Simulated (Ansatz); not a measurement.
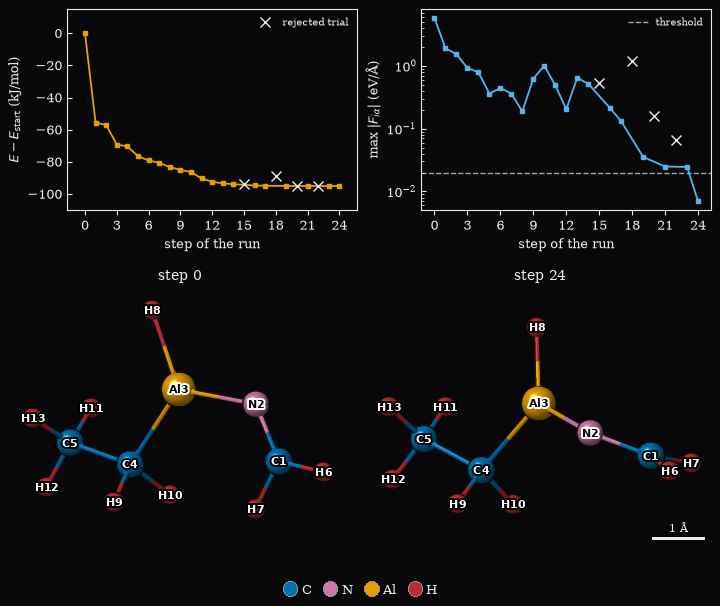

First and last geometry of a relaxation of C₃H₈AlN, with the history of the run. A ball-and-stick model, seen from a free direction.

The run prepares the start of a later molecular dynamics calculation, from a guessed geometry.

Method: RKS PBE0/STO-3G (Ansatz).

Input
```yaml
crystal:
  periodic: [false, false, false]
  atoms:
    - { symbol: C, position_ang: [0.2556, 1.9675, 2.0896] }
    - { symbol: "N", position_ang: [1.096, 1.0964, 1.9477] }
    - { symbol: Al, position_ang: [0.9659, -0.2396, 0.5867] }
    - { symbol: C, position_ang: [-0.4652, -0.2495, -0.6831] }
    - { symbol: C, position_ang: [-0.4218, -1.4174, -1.6876] }
    - { symbol: H, position_ang: [0.3087, 2.7704, 2.8603] }
    - { symbol: H, position_ang: [-0.6262, 2.061, 1.4197] }
    - { symbol: H, position_ang: [2.1791, -1.3344, 0.4831] }
    - { symbol: H, position_ang: [-0.5511, 0.722, -1.1859] }
    - { symbol: H, position_ang: [-1.4788, -0.3585, -0.0762] }
    - { symbol: H, position_ang: [-0.4303, -2.3824, -1.112] }
    - { symbol: H, position_ang: [-1.2716, -1.3827, -2.3463] }
    - { symbol: H, position_ang: [0.4601, -1.2875, -2.2813] }
basis:
  gaussian: { orbitals: STO-3G }
hamiltonian:
  xc: pbe0
relax:
  f_tol: 0.02
  max_steps: 40
output:
  orbitals: {}
```

Run as
```bash
ansatz run input.yaml --threads 1 --pin off --max-ram 2048MiB --backend cpu --events-out ev --progress --plain --runs-dir out
```

Question: Read the history and describe the run.

Answer: It converged. H7 moves most after the best rigid fit: 1.74 Å. By element the largest moves are H 1.74 Å, N 0.77 Å, C 0.29 Å, Al 0.27 Å. Near-neighbour distances that change, for instance: Al3–H8 1.637 → 1.496 Å, N2–Al3 1.912 → 1.770 Å, C4–H10 1.186 → 1.099 Å, C1–N2 1.219 → 1.275 Å. Among the angles between lasting bonds that change: C1–N2–Al3 122.4° → 138.4°, H11–C5–H13 113.2° → 107.4°, C4–Al3–H8 120.6° → 125.8°. Groups turn about N2–Al3 by about 90°. The energy falls by 95.0 kJ/mol in 20 accepted moves (24 points after the start). The largest force component goes from 5.8 to 0.007 eV/Å. The line search rejected the trial steps at points 15, 18, 20, 22 of the run. The run took 56 s on 1 thread of AMD EPYC 7B13 (Zen 3), on a shared host, peak memory 0.16 GiB.

| step | E − E(0), kJ/mol | largest force component, eV/Å | note |
| --- | --- | --- | --- |
| 0 | 0.00 | 5.7985 |  |
| 1 | -55.61 | 1.8950 |  |
| 2 | -57.09 | 1.5370 |  |
| 3 | -69.28 | 0.9239 |  |
| 4 | -70.36 | 0.7904 |  |
| 5 | -76.44 | 0.3604 |  |
| 6 | -79.17 | 0.4435 |  |
| 7 | -80.56 | 0.3606 |  |
| 8 | -83.33 | 0.1883 |  |
| 9 | -85.02 | 0.6264 |  |
| 10 | -86.35 | 1.0062 |  |
| 11 | -90.32 | 0.4873 |  |
| 12 | -92.42 | 0.2042 |  |
| 13 | -93.40 | 0.6452 |  |
| 14 | -93.90 | 0.5185 |  |
| 15 | -93.55 | 0.5410 | rejected |
| 16 | -94.70 | 0.2113 |  |
| 17 | -94.88 | 0.1311 |  |
| 18 | -88.71 | 1.1986 | rejected |
| 19 | -95.00 | 0.0354 |  |
| 20 | -94.96 | 0.1569 | rejected |
| 21 | -95.04 | 0.0249 |  |
| 22 | -95.01 | 0.0652 | rejected |
| 23 | -95.04 | 0.0245 |  |
| 24 | -95.05 | 0.0070 |  |

Limits of the set-up: STO-3G is a minimal basis, so the numbers are rough.
